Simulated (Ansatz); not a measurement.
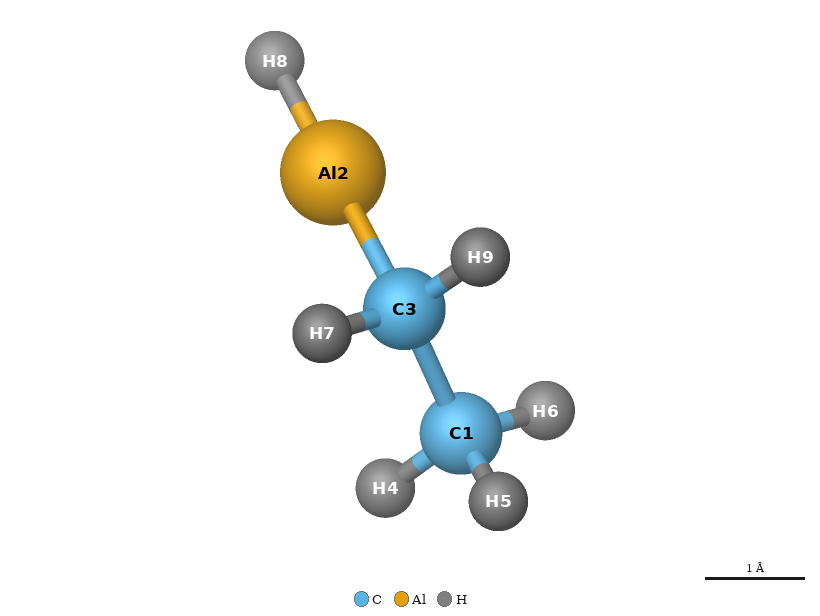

The view is orthographic, and the bar gives the scale. State: charge +1, singlet. Computed geometry: PBE-D4/def2-SVP optimisation. No frequency run is at hand to confirm it as a minimum.

Reconstruct the coordinates (Å) as seen: x to the right, y up, z towards the viewer, origin at the mean of the atomic positions.

```xyz
9
C2H6Al
C    0.50  -1.05  -0.12
Al  -0.79   1.59  -0.58
C   -0.07   0.21   0.57
H   -0.27  -1.60  -0.70
H    0.88  -1.74   0.67
H    1.35  -0.82  -0.79
H   -0.90  -0.04   1.27
H   -1.38   2.72  -1.52
H    0.69   0.73   1.19
```
